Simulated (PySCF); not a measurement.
# PBE/6-31G run of AlH3 (SMILES [H][Al]([H])[H])

What is the energy change on altering one bond length of AlH3 at PBE/6-31G? Input form: a Python script.

The results are computed with PySCF 2.14.0.

8 further runs of the same task are left out: 8 set aside as unsound or not needed.

## Step 1: Starting point

AlH3: 4 atoms, total charge 0, spin state singlet. As SMILES, `[H][Al]([H])[H]`. The shape comes from GFN2-xTB, which is rough for such elements, and wasn't checked as a minimum.

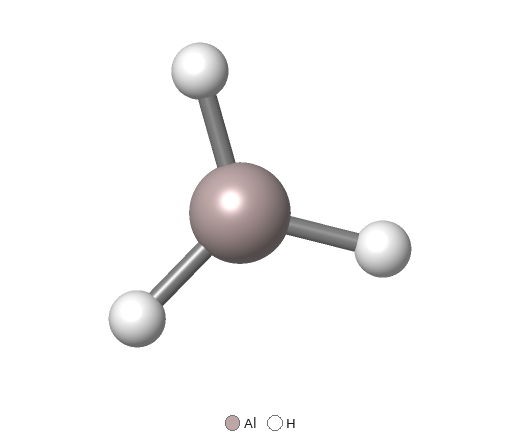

The structure, seen from a chosen angle (aluminium light grey, hydrogen white).

## Step 2: The energy at PBE/6-31G

File job.py:

```python
from pyscf import gto, dft

system = gto.Mole()
system.atom = '''
Al      -0.000010      -0.000020       0.000020
H        1.552650      -0.030520       0.014610
H       -0.749810       1.359840      -0.019120
H       -0.802830      -1.329300       0.004480
'''
system.verbose = 4
system.spin = 0
system.charge = 0
system.max_memory = 1860
system.basis = '6-31g'
system.build()

mf = dft.RKS(system, xc='pbe')
mf.conv_tol = 1e-10
mf.grids.level = 5
mf.kernel()
if not mf.converged:
    mf = mf.newton().run(mf.mo_coeff, mf.mo_occ)

energy = mf.e_tot
print('E = %.10f Eh' % energy)
```

Command:

```sh
$ OMP_NUM_THREADS=1 python job.py
```

Standard output:

```text
PySCF version 2.14.0

[INPUT] num. atoms = 4
[INPUT] num. electrons = 16
[INPUT] charge = 0
[INPUT] spin (= nelec alpha-beta = 2S) = 0
[INPUT] symmetry False subgroup None
[INPUT] Mole.unit = angstrom
[INPUT] Symbol           X                Y                Z      unit          X                Y                Z       unit  Magmom
[INPUT]  1 Al    -0.000010000000  -0.000020000000   0.000020000000 AA   -0.000018897261  -0.000037794522   0.000037794522 Bohr   0.0
[INPUT]  2 H      1.552650000000  -0.030520000000   0.014610000000 AA    2.934083267306  -0.057674441322   0.027608898680 Bohr   0.0
[INPUT]  3 H     -0.749810000000   1.359840000000  -0.019120000000 AA   -1.416935545460   2.569725173229  -0.036131563502 Bohr   0.0
[INPUT]  4 H     -0.802830000000  -1.329300000000   0.004480000000 AA   -1.517128824585  -2.512012937384   0.008465973038 Bohr   0.0

nuclear repulsion = 13.8794596526858
number of shells = 13
number of NR pGTOs = 58
number of NR cGTOs = 19
basis = 6-31g
ecp = {}

******** <class 'pyscf.dft.rks.RKS'> ********
method = RKS
initial guess = minao
damping factor = 0
level_shift factor = 0
DIIS = <class 'pyscf.scf.diis.CDIIS'>
diis_start_cycle = 1
diis_space = 8
diis_damp = 0
SCF conv_tol = 1e-10
SCF conv_tol_grad = None
SCF max_cycles = 50
direct_scf = True
direct_scf_tol = 1e-13
XC library pyscf.dft.libxc version 7.0.0
    S. Lehtola, C. Steigemann, M. J.T. Oliveira, and M. A.L. Marques.,  SoftwareX 7, 1–5 (2018)
XC functionals = pbe
    J. P. Perdew, K. Burke, and M. Ernzerhof.,  Phys. Rev. Lett. 77, 3865 (1996)
    J. P. Perdew, K. Burke, and M. Ernzerhof.,  Phys. Rev. Lett. 78, 1396 (1997)
    J. P. Perdew, K. Burke, and M. Ernzerhof.,  Phys. Rev. Lett. 77, 3865 (1996)
    J. P. Perdew, K. Burke, and M. Ernzerhof.,  Phys. Rev. Lett. 78, 1396 (1997)
radial grids:
    Treutler-Ahlrichs [JCP 102, 346 (1995); DOI:10.1063/1.469408] (M4) radial grids

becke partition: Becke, JCP 88, 2547 (1988); DOI:10.1063/1.454033
pruning grids: <function nwchem_prune>
grids dens level: 5
symmetrized grids: False
atomic radii adjust function: <function treutler_atomic_radii_adjust>
small_rho_cutoff = 0
Set gradient conv threshold to 1e-05
Initial guess from minao.
tot grids = 113672
init E= -243.807480379297
  HOMO = -0.315420475173925  LUMO = -0.104971375185241  gap/eV = 5.72661
cycle= 1 E= -243.994665938948  delta_E= -0.187  |g|= 0.15  |ddm|= 1.51
  HOMO = -0.26005964007313  LUMO = -0.0993524170104096  gap/eV = 4.37307
cycle= 2 E= -244.00110954306  delta_E= -0.00644  |g|= 0.0828  |ddm|= 0.353
  HOMO = -0.270094569719294  LUMO = -0.0932380998407265  gap/eV = 4.81251
cycle= 3 E= -244.004502991393  delta_E= -0.00339  |g|= 0.00705  |ddm|= 0.164
  HOMO = -0.272676234767191  LUMO = -0.0957320274729778  gap/eV = 4.81490
cycle= 4 E= -244.004532680528  delta_E= -2.97e-05  |g|= 0.00038  |ddm|= 0.0185
  HOMO = -0.272508640797055  LUMO = -0.0956688072403067  gap/eV = 4.81206
cycle= 5 E= -244.004532746452  delta_E= -6.59e-08  |g|= 1.71e-05  |ddm|= 0.000581
  HOMO = -0.272495825269254  LUMO = -0.0956591159932694  gap/eV = 4.81197
cycle= 6 E= -244.004532746658  delta_E= -2.07e-10  |g|= 3.27e-07  |ddm|= 4.88e-05
  HOMO = -0.272495962912395  LUMO = -0.0956591554136188  gap/eV = 4.81197
cycle= 7 E= -244.004532746658  delta_E= 1.14e-13  |g|= 2.19e-07  |ddm|= 1.14e-06
  HOMO = -0.272495901344065  LUMO = -0.0956591597456151  gap/eV = 4.81197
Extra cycle  E= -244.004532746658  delta_E= -3.41e-13  |g|= 1.83e-07  |ddm|= 8.45e-07
converged SCF energy = -244.004532746658
E = -244.0045327467 Eh
```

Wall time 2.1 s (1 thread of Arm Neoverse V1, shared host); peak memory 0.18 GiB.

## Step 3: The distorted shape, same level

File input.xyz:

```xyz
4

Al    -0.776298     0.015229    -0.007275
H      1.552650    -0.030520     0.014610
H     -1.526098     1.375089    -0.026415
H     -1.579118    -1.314051    -0.002815
```

File calc.py:

```python
from pyscf import gto, dft

mol = gto.M(
    atom='input.xyz',
    basis='6-31g',
    max_memory=1860,
    verbose=4,
)

ks = dft.RKS(mol)
ks.xc = 'pbe'
ks.grids.level = 5
ks.conv_tol = 1e-10
ks.kernel()
if not ks.converged:
    ks = ks.newton().run(ks.mo_coeff, ks.mo_occ)

e_final = ks.e_tot
print('Final energy', e_final)
```

Command:

```sh
$ OMP_NUM_THREADS=1 python calc.py
```

Standard output:

```text
PySCF version 2.14.0

[INPUT] num. atoms = 4
[INPUT] num. electrons = 16
[INPUT] charge = 0
[INPUT] spin (= nelec alpha-beta = 2S) = 0
[INPUT] symmetry False subgroup None
[INPUT] Mole.unit = angstrom
[INPUT] Symbol           X                Y                Z      unit          X                Y                Z       unit  Magmom
[INPUT]  1 Al    -0.776298000000   0.015229000000  -0.007275000000 AA   -1.466990611048   0.028778639151  -0.013747757556 Bohr   0.0
[INPUT]  2 H      1.552650000000  -0.030520000000   0.014610000000 AA    2.934083267306  -0.057674441322   0.027608898680 Bohr   0.0
[INPUT]  3 H     -1.526098000000   1.375089000000  -0.026415000000 AA   -2.883907259246   2.598541606902  -0.049917115580 Bohr   0.0
[INPUT]  4 H     -1.579118000000  -1.314051000000  -0.002815000000 AA   -2.984100538371  -2.483196503711  -0.005319579041 Bohr   0.0

nuclear repulsion = 12.3222092566106
number of shells = 13
number of NR pGTOs = 58
number of NR cGTOs = 19
basis = 6-31g
ecp = {}

******** <class 'pyscf.dft.rks.RKS'> ********
method = RKS
initial guess = minao
damping factor = 0
level_shift factor = 0
DIIS = <class 'pyscf.scf.diis.CDIIS'>
diis_start_cycle = 1
diis_space = 8
diis_damp = 0
SCF conv_tol = 1e-10
SCF conv_tol_grad = None
SCF max_cycles = 50
direct_scf = True
direct_scf_tol = 1e-13
XC library pyscf.dft.libxc version 7.0.0
    S. Lehtola, C. Steigemann, M. J.T. Oliveira, and M. A.L. Marques.,  SoftwareX 7, 1–5 (2018)
XC functionals = pbe
    J. P. Perdew, K. Burke, and M. Ernzerhof.,  Phys. Rev. Lett. 77, 3865 (1996)
    J. P. Perdew, K. Burke, and M. Ernzerhof.,  Phys. Rev. Lett. 78, 1396 (1997)
    J. P. Perdew, K. Burke, and M. Ernzerhof.,  Phys. Rev. Lett. 77, 3865 (1996)
    J. P. Perdew, K. Burke, and M. Ernzerhof.,  Phys. Rev. Lett. 78, 1396 (1997)
radial grids:
    Treutler-Ahlrichs [JCP 102, 346 (1995); DOI:10.1063/1.469408] (M4) radial grids

becke partition: Becke, JCP 88, 2547 (1988); DOI:10.1063/1.454033
pruning grids: <function nwchem_prune>
grids dens level: 5
symmetrized grids: False
atomic radii adjust function: <function treutler_atomic_radii_adjust>
small_rho_cutoff = 0
Set gradient conv threshold to 1e-05
[... 1 set-up line as earlier in the session ...]
tot grids = 113672
init E= -243.73456521137
  HOMO = -0.248886260882846  LUMO = -0.0999006140764547  gap/eV = 4.05411
cycle= 1 E= -243.940668063986  delta_E= -0.206  |g|= 0.167  |ddm|= 1.47
  HOMO = -0.218089238162242  LUMO = -0.124942752318737  gap/eV = 2.53464
cycle= 2 E= -243.925597417092  delta_E= 0.0151  |g|=  0.2  |ddm|= 0.637
  HOMO = -0.235741256963109  LUMO = -0.101976539112808  gap/eV = 3.63992
cycle= 3 E= -243.952570554416  delta_E= -0.027  |g|= 0.0613  |ddm|= 0.485
  HOMO = -0.227417367046186  LUMO = -0.105448537707546  gap/eV = 3.31894
cycle= 4 E= -243.955487918664  delta_E= -0.00292  |g|= 0.00481  |ddm|= 0.125
  HOMO = -0.229592078402637  LUMO = -0.106915492718179  gap/eV = 3.33820
cycle= 5 E= -243.955502851557  delta_E= -1.49e-05  |g|= 0.000425  |ddm|= 0.0131
  HOMO = -0.229329271203578  LUMO = -0.106798903280682  gap/eV = 3.33422
cycle= 6 E= -243.955502987211  delta_E= -1.36e-07  |g|= 6.81e-05  |ddm|= 0.0012
  HOMO = -0.229326716437772  LUMO = -0.106791536969522  gap/eV = 3.33435
cycle= 7 E= -243.955502990555  delta_E= -3.34e-09  |g|= 8.82e-06  |ddm|= 0.000108
  HOMO = -0.229327889591646  LUMO = -0.106790992413722  gap/eV = 3.33440
cycle= 8 E= -243.955502990615  delta_E= -6.03e-11  |g|= 4.58e-07  |ddm|= 1.76e-05
  HOMO = -0.22932804172048  LUMO = -0.106790945520773  gap/eV = 3.33440
Extra cycle  E= -243.955502990615  delta_E= -2.27e-13  |g|= 8.04e-07  |ddm|= 2.43e-06
converged SCF energy = -243.955502990615
Final energy -243.95550299061537
```

Wall time 1.9 s (1 thread of Arm Neoverse V1, shared host); peak memory 0.18 GiB.

## Step 4: Outcome

At PBE/6-31G:

| quantity | value |
| --- | --- |
| first shape: total energy | -244.00453 Eh |
| first shape: dipole moment | 0.00 D |
| first shape: HOMO energy | -7.41 eV |
| first shape: LUMO energy | -2.60 eV |
| first shape: HOMO–LUMO gap | 4.81 eV |
| distorted shape: total energy | -243.95550 Eh |
| distorted shape: dipole moment | 1.44 D |
| distorted shape: HOMO energy | -6.24 eV |
| distorted shape: LUMO energy | -2.91 eV |
| distorted shape: HOMO–LUMO gap | 3.33 eV |
| energy change with the Al1–H2 bond stretched from 1.553 to 2.330 Å | 1.334 eV |

**Reading.** One bond (distorted shape) is far stretched, which a spin-restricted single reference describes badly; a broken-symmetry solution may lie lower. With the Al1–H2 bond stretched from 1.553 to 2.330 Å the energy rises by 1.33 eV (129 kJ/mol). The first shape isn't relaxed at this level, so the change isn't measured from a minimum. A restricted reference can't describe the breaking bond well at this length. Mulliken charges (distorted shape) run from -0.14 on H3 to +0.41 on Al1; they depend strongly on the basis.
